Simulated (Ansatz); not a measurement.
# Molecular dynamics of GeH3ClO2 (part 3 of 3)

Continued. System: GeH3ClO2. Method: RHF/def2-SVP (Ansatz 0.2.0). It belongs to a series of runs on one base structure; here: dynamics from the highest image of the converged band.

Geometry of the input (Å):
```
Ge -0.2499  0.0916  0.4248
H  0.8926  -0.0399  1.5855
O  1.6741  -0.0857  0.4599
H  2.1451  -0.8509  0.1419
Cl -0.7032  1.7411  -0.8850
O  -0.8445  -1.2834  -0.4847
H  -1.0372  -2.0677  0.0066
```

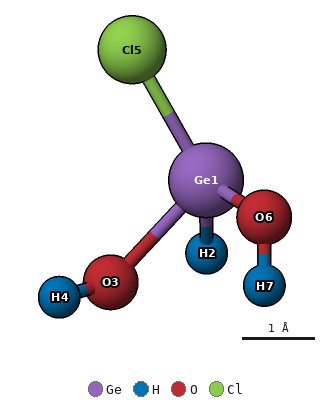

The geometry at step 111 of the log (ball-and-stick view, seen at a tilt; atoms are numbered from 1 in the order of the input).

## Trajectory as extended XYZ, continued
```
7
Properties=species:S:1:pos:R:3:forces:R:3 step=22 time_fs=11.0 energy=-73084.40995 temperature=1402.5
Ge   -0.2327    0.0830    0.4152    3.6604  -0.7133  -0.7690
H     0.5115   -0.0390    1.7746   -2.6217   0.6248   0.9970
O     1.7139   -0.0815    0.4838   -1.5336   0.5981  -1.2998
H     2.0551   -0.9258    0.2668    0.3954  -0.5609  -0.5012
Cl   -0.7234    1.7690   -0.8929    0.0684  -0.8156   0.9983
O    -0.8952   -1.2980   -0.4625   -0.1009  -0.6553   1.0088
H    -0.9241   -2.1890   -0.0719    0.1320   1.5221  -0.4342
7
Properties=species:S:1:pos:R:3:forces:R:3 step=30 time_fs=15.0 energy=-73086.03675 temperature=3912.3
Ge   -0.2173    0.0779    0.4098    4.2374  -0.4159   0.6424
H    -0.1200    0.1006    2.0208   -1.4901   0.3539  -1.5128
O     1.7125   -0.0814    0.4751   -2.7104  -0.4667  -0.8323
H     2.0596   -0.9433    0.2343   -0.3498   0.7588  -0.0406
Cl   -0.7301    1.7740   -0.8899    0.1774  -0.9536   1.0957
O    -0.9133   -1.2963   -0.4488    0.0298   1.9728   0.0036
H    -0.8599   -2.1420   -0.0794    0.1056  -1.2493   0.6441
7
Properties=species:S:1:pos:R:3:forces:R:3 step=37 time_fs=18.5 energy=-73086.16228 temperature=4109.3
Ge   -0.1969    0.0727    0.4060    1.3462   0.5729   1.8310
H    -0.8509    0.2652    2.0722    1.2844  -0.2810  -3.0169
O     1.6900   -0.0826    0.4613   -3.5647   1.1287   0.3473
H     2.0384   -0.9039    0.1881    0.1707  -0.7757  -0.3775
Cl   -0.7354    1.7750   -0.8834    0.4036  -0.8642   0.8528
O    -0.9283   -1.2846   -0.4347    0.6599  -1.4422   1.1006
H    -0.7990   -2.1731   -0.0410   -0.3001   1.6615  -0.7373
7
Properties=species:S:1:pos:R:3:forces:R:3 step=44 time_fs=22.0 energy=-73085.58294 temperature=3215.6
Ge   -0.1743    0.0684    0.4049   -1.7902   1.4598   0.9265
H    -1.4429    0.3995    1.7959    3.0684  -0.6853  -1.9414
O     1.6433   -0.0787    0.4488   -1.9502  -0.6641   0.0997
H     2.0165   -0.9054    0.1143   -0.5778   0.9113   0.3202
Cl   -0.7392    1.7731   -0.8742    0.6341  -0.6571   0.4877
O    -0.9393   -1.2781   -0.4149    0.3840   1.7623  -0.6233
H    -0.7601   -2.0972   -0.0515    0.2316  -2.1269   0.7306
7
Properties=species:S:1:pos:R:3:forces:R:3 step=52 time_fs=26.0 energy=-73085.15625 temperature=2554.2
Ge   -0.1523    0.0664    0.4052   -4.7596   2.0277  -0.5695
H    -1.6907    0.4577    1.2254    3.2984  -0.7055   0.5376
O     1.5718   -0.0765    0.4370   -0.6042   0.8077   1.1655
H     1.9396   -0.8396    0.0498    0.3715  -0.8307  -0.4430
Cl   -0.7410    1.7685   -0.8618    0.9120  -0.0876  -0.2563
O    -0.9462   -1.2657   -0.3936    1.4116  -2.7482   0.4632
H    -0.7164   -2.1482   -0.0305   -0.6297   1.5366  -0.8974
7
Properties=species:S:1:pos:R:3:forces:R:3 step=59 time_fs=29.5 energy=-73084.49019 temperature=1520.6
Ge   -0.1408    0.0680    0.4047   -4.6216   1.2605  -2.2707
H    -1.5237    0.4279    0.7892   -0.1200   0.2471   3.6299
O     1.5062   -0.0720    0.4339    3.0832  -1.0972   0.4453
H     1.8879   -0.8244   -0.0315   -0.3077   0.7681   0.4478
Cl   -0.7394    1.7642   -0.8519    1.0483   0.8564  -1.2980
O    -0.9429   -1.2695   -0.3740    0.5929   0.0855  -1.3164
H    -0.7298   -2.1093   -0.0810    0.3250  -2.1204   0.3622
7
Properties=species:S:1:pos:R:3:forces:R:3 step=67 time_fs=33.5 energy=-73084.28710 temperature=1209.8
Ge   -0.1361    0.0721    0.3994   -5.2846   0.5161  -2.7988
H    -1.4105    0.4462    0.8077   -2.1194   0.7340   4.4231
O     1.4582   -0.0735    0.4363    5.0445   0.0314   1.4738
H     1.8143   -0.7509   -0.0924    0.6683  -0.7093  -0.5672
Cl   -0.7334    1.7627   -0.8457    0.9276   1.1002  -1.6177
O    -0.9318   -1.2822   -0.3600    1.0760  -3.4050  -0.3482
H    -0.7336   -2.2137   -0.1375   -0.3124   1.7327  -0.5650
7
Properties=species:S:1:pos:R:3:forces:R:3 step=74 time_fs=37.0 energy=-73085.40797 temperature=2940.7
Ge   -0.1415    0.0768    0.3905   -9.9515   1.6474   0.1388
H    -1.5183    0.5346    1.3266    2.9643  -1.0007   0.1411
O     1.4557   -0.0777    0.4473    5.6468  -1.2918   0.1589
H     1.8026   -0.7210   -0.1760    0.0625   0.5725   0.5713
Cl   -0.7248    1.7650   -0.8458    0.6304   0.2193  -0.7692
O    -0.9150   -1.3123   -0.3521    0.1594   1.3906  -0.5857
H    -0.7524   -2.2077   -0.2273    0.4881  -1.5373   0.3448
7
Properties=species:S:1:pos:R:3:forces:R:3 step=81 time_fs=40.5 energy=-73085.60575 temperature=3248.8
Ge   -0.1619    0.0838    0.3816   -6.2077   0.7671   2.1900
H    -1.3317    0.5235    1.8841    2.7537  -1.0123  -2.4118
O     1.4920   -0.0893    0.4611    2.2924  -0.2068   0.5126
H     1.8141   -0.6548   -0.2196    0.4813  -0.1726  -0.1790
Cl   -0.7142    1.7682   -0.8486    0.2724  -0.1838  -0.1999
O    -0.8959   -1.3385   -0.3477    0.2887  -0.5037  -0.1741
H    -0.7320   -2.2862   -0.2945    0.1191   1.3121   0.2621
7
Properties=species:S:1:pos:R:3:forces:R:3 step=89 time_fs=44.5 energy=-73086.06178 temperature=3953.4
Ge   -0.1970    0.0933    0.3759   -0.4769  -0.7501   3.5422
H    -0.7455    0.3722    2.1809    0.8970  -0.4936  -3.5749
O     1.5536   -0.1054    0.4803   -0.5368  -0.2976  -0.7979
H     1.8854   -0.5852   -0.2794    0.0614   0.3644   0.5182
Cl   -0.7009    1.7712   -0.8526   -0.0593  -0.2596   0.0470
O    -0.8724   -1.3677   -0.3447   -0.5123   2.4031  -0.1723
H    -0.6782   -2.2723   -0.3259    0.6269  -0.9666   0.4377
7
Properties=species:S:1:pos:R:3:forces:R:3 step=96 time_fs=48.0 energy=-73086.25228 temperature=4243.3
Ge   -0.2290    0.1004    0.3767    3.7470  -1.8437   2.6358
H    -0.1182    0.1785    2.0195   -1.5827   0.3346  -1.8783
O     1.6044   -0.1207    0.4925   -1.8096   0.0485  -1.2628
H     1.9702   -0.5013   -0.2958    0.2352   0.1652   0.1136
Cl   -0.6895    1.7729   -0.8561   -0.3017  -0.2291   0.1686
O    -0.8550   -1.3803   -0.3434   -0.4251   0.5092  -0.1544
H    -0.5680   -2.2930   -0.3016    0.1369   1.0152   0.3775
7
Properties=species:S:1:pos:R:3:forces:R:3 step=104 time_fs=52.0 energy=-73084.65160 temperature=1776.0
Ge   -0.2588    0.1050    0.3818    3.7492  -1.9159  -1.5117
H     0.3870    0.0046    1.6562   -2.1492   0.7295   3.6120
O     1.6474   -0.1380    0.4947   -0.8040  -0.0203  -2.6501
H     2.1076   -0.3812   -0.3043    0.1916   0.1433   0.3016
Cl   -0.6776    1.7740   -0.8593   -0.4302  -0.1726   0.2069
O    -0.8392   -1.3871   -0.3433   -0.8723   1.1355  -0.2697
H    -0.4179   -2.2220   -0.2230    0.3149   0.1004   0.3108
7
Properties=species:S:1:pos:R:3:forces:R:3 step=111 time_fs=55.5 energy=-73084.26061 temperature=1168.0
Ge   -0.2779    0.1056    0.3850    4.6379  -1.5417   0.3189
H     0.5486   -0.0577    1.6795   -2.6795   0.7846   1.6466
O     1.6773   -0.1526    0.4778   -0.6107   0.0970  -2.6941
H     2.2521   -0.2663   -0.2875   -0.3739   0.1041   0.6293
Cl   -0.6688    1.7743   -0.8614   -0.4521  -0.0459   0.1683
O    -0.8317   -1.3865   -0.3454   -0.2339   0.2890   0.0246
H    -0.2543   -2.1115   -0.1145   -0.2877   0.3128  -0.0937
7
Properties=species:S:1:pos:R:3:forces:R:3 step=119 time_fs=59.5 energy=-73084.70871 temperature=1861.2
Ge   -0.2902    0.1034    0.3891    6.3012  -0.8802   1.6435
H     0.3533   -0.0172    1.9261   -2.7015   0.7349  -1.1357
O     1.7029   -0.1684    0.4373   -2.4568   0.2458  -0.4727
H     2.3855   -0.1186   -0.2142   -0.3464   0.0796  -0.4390
Cl   -0.6605    1.7744   -0.8630   -0.4932  -0.0100   0.3253
O    -0.8243   -1.3824   -0.3464    0.5214  -0.0277   0.7655
H    -0.1204   -1.9564   -0.0157   -0.8248  -0.1425  -0.6869
7
Properties=species:S:1:pos:R:3:forces:R:3 step=126 time_fs=63.0 energy=-73085.44326 temperature=2997.4
Ge   -0.2904    0.0999    0.3954    5.6230   0.2802   1.4951
H    -0.1444    0.1082    2.0272   -1.2082   0.3606  -1.9448
O     1.7076   -0.1801    0.3965   -2.6890   0.2575  -0.0645
H     2.4464    0.0162   -0.1871   -1.3639   0.0362   0.1120
Cl   -0.6550    1.7745   -0.8633   -0.4172  -0.0496   0.3522
O    -0.8154   -1.3786   -0.3425   -0.4742   0.9046   0.3933
H    -0.0785   -1.8440    0.0010    0.5296  -1.7895  -0.3434
7
Properties=species:S:1:pos:R:3:forces:R:3 step=133 time_fs=66.5 energy=-73086.05866 temperature=3949.9
Ge   -0.2815    0.0968    0.4040    3.9067   0.8873   0.7284
H    -0.7809    0.2757    1.9141    0.6118  -0.0545  -1.4657
O     1.6909   -0.1907    0.3563   -4.2541  -0.4004   1.3715
H     2.3799    0.1674   -0.1668   -0.2181   0.6725  -0.6161
Cl   -0.6508    1.7744   -0.8625   -0.2060   0.0012   0.1337
O    -0.8072   -1.3703   -0.3348    1.9065  -1.1752   1.0602
H    -0.0240   -1.8999   -0.0398   -1.7468   0.0690  -1.2121
7
Properties=species:S:1:pos:R:3:forces:R:3 step=141 time_fs=70.5 energy=-73086.05586 temperature=3945.8
Ge   -0.2639    0.0949    0.4153    1.3476   0.8691   0.1867
H    -1.4123    0.4547    1.5764    2.3215  -0.6280  -0.7654
O     1.6376   -0.2037    0.3198   -2.3992   1.1379   0.3252
H     2.2178    0.3967   -0.1845   -1.3832  -0.6258   0.8343
Cl   -0.6468    1.7744   -0.8612    0.1814   0.2139  -0.3276
O    -0.7864   -1.3676   -0.3183   -0.8335   0.1012   0.0229
H    -0.1225   -2.0112   -0.2276    0.7653  -1.0684  -0.2761
7
Properties=species:S:1:pos:R:3:forces:R:3 step=148 time_fs=74.0 energy=-73085.55031 temperature=3164.4
Ge   -0.2460    0.0947    0.4255   -0.8421  -0.0115  -0.8373
H    -1.6927    0.5375    1.1884    2.6962  -0.9430   0.5581
O     1.5699   -0.2081    0.2922   -2.4139   0.9615   1.1738
H     1.9402    0.5535   -0.1285    0.3796   0.0938  -0.0017
Cl   -0.6427    1.7752   -0.8612    0.6298   0.5735  -0.7744
O    -0.7696   -1.3695   -0.3032    0.6443  -2.8346  -0.3614
H    -0.1943   -2.1632   -0.4344   -1.0938   2.1603   0.2429
7
Properties=species:S:1:pos:R:3:forces:R:3 step=156 time_fs=78.0 energy=-73084.88895 temperature=2141.3
Ge   -0.2273    0.0942    0.4353   -2.6892  -1.8115  -2.3471
H    -1.6531    0.5040    0.8395    0.8252  -0.5570   2.4317
O     1.4737   -0.2013    0.2696    0.1701   2.8538   0.8459
H     1.6636    0.6989   -0.0427    1.3170  -1.2478   0.1324
Cl   -0.6354    1.7786   -0.8644    0.9624   1.1138  -1.2075
O    -0.7493   -1.3904   -0.2877   -1.8718   0.6694   0.8209
H    -0.3585   -2.1336   -0.6555    1.2863  -1.0207  -0.6763
7
Properties=species:S:1:pos:R:3:forces:R:3 step=163 time_fs=81.5 energy=-73084.47703 temperature=1507.5
Ge   -0.2153    0.0909    0.4400   -3.8456  -2.4898  -3.4378
H    -1.5228    0.4098    0.8256   -2.0130   0.3527   3.4761
O     1.3904   -0.1764    0.2574    3.6389   1.0321   1.1831
H     1.5843    0.7178    0.0364    2.0609   0.3335  -0.4750
Cl   -0.6257    1.7853   -0.8712    0.8135   1.0746  -1.0062
O    -0.7417   -1.4117   -0.2715   -0.5311  -2.1674  -1.0380
H    -0.4138   -2.1089   -0.8751   -0.1237   1.8644   1.2978
7
Properties=species:S:1:pos:R:3:forces:R:3 step=170 time_fs=85.0 energy=-73085.32639 temperature=2814.5
Ge   -0.2106    0.0839    0.4394  -10.3536  -0.7663  -1.8356
H    -1.5446    0.3374    1.1826    1.4167  -0.1450   1.2222
O     1.3353   -0.1415    0.2529    8.5630   1.5194   0.2762
H     1.7214    0.7278    0.0764    0.5438  -1.2465   0.0968
Cl   -0.6134    1.7954   -0.8813    0.3470   0.3393  -0.2453
O    -0.7397   -1.4442   -0.2596   -1.2287   0.3875   1.1402
H    -0.4528   -1.9352   -0.9947    0.7119  -0.0885  -0.6545
7
Properties=species:S:1:pos:R:3:forces:R:3 step=178 time_fs=89.0 energy=-73085.87344 temperature=3662.7
Ge   -0.2247    0.0742    0.4354   -9.1930  -0.0582   0.7550
H    -1.3942    0.2420    1.7434    2.6057  -0.1309  -1.8418
O     1.3455   -0.0905    0.2509    6.8557  -0.5299   0.2925
H     1.9614    0.6075    0.1266    0.1958   0.2385   0.0380
Cl   -0.5980    1.8082   -0.8938   -0.1688  -0.3412   0.3806
O    -0.7463   -1.4816   -0.2407    0.2266   0.3546  -1.5993
H    -0.4310   -1.6905   -1.1498   -0.5220   0.4672   1.9748
7
Properties=species:S:1:pos:R:3:forces:R:3 step=185 time_fs=92.5 energy=-73086.30644 temperature=4330.1
Ge   -0.2526    0.0656    0.4330   -2.5054  -0.0343   1.8628
H    -0.9562    0.1433    2.0325    1.2474   0.1691  -2.7845
O     1.4087   -0.0473    0.2512    2.6050  -0.5831   0.2813
H     2.1848    0.4923    0.1813   -0.7286   0.1657   0.1296
Cl   -0.5851    1.8183   -0.9035   -0.4940  -0.7878   0.7047
O    -0.7524   -1.5093   -0.2312    0.0504   1.8170  -0.1937
H    -0.4439   -1.4547   -1.1300   -0.1749  -0.7465  -0.0001
7
Properties=species:S:1:pos:R:3:forces:R:3 step=193 time_fs=96.5 energy=-73085.89148 temperature=3688.5
Ge   -0.2890    0.0557    0.4336    3.9924   0.2290   0.8719
H    -0.3011    0.0564    1.9965   -1.1651   0.4563  -0.9211
O     1.5035   -0.0042    0.2538   -1.6449  -1.1783  -0.0924
H     2.3479    0.3988    0.2571   -0.1982   0.6530   0.0245
Cl   -0.5723    1.8267   -0.9116   -0.7351  -1.1998   0.9959
O    -0.7592   -1.5257   -0.2222    0.1613   2.6268  -0.8254
H    -0.4849   -1.2787   -1.1117   -0.4103  -1.5870  -0.0534
7
Properties=species:S:1:pos:R:3:forces:R:3 step=200 time_fs=100.0 energy=-73084.76182 temperature=1944.9
Ge   -0.3149    0.0474    0.4356    5.8413   0.7157  -0.9446
H     0.1539    0.0335    1.8442   -1.9990   0.4298   1.3275
O     1.5772    0.0253    0.2553   -2.0892  -1.0900  -0.6355
H     2.4448    0.3819    0.3299   -0.4235   0.4813  -0.0624
Cl   -0.5636    1.8298   -0.9153   -0.8346  -1.3745   1.1296
O    -0.7649   -1.5203   -0.2181   -0.1330   2.2123  -1.0808
H    -0.5549   -1.3065   -1.1362   -0.3620  -1.3746   0.2662
```
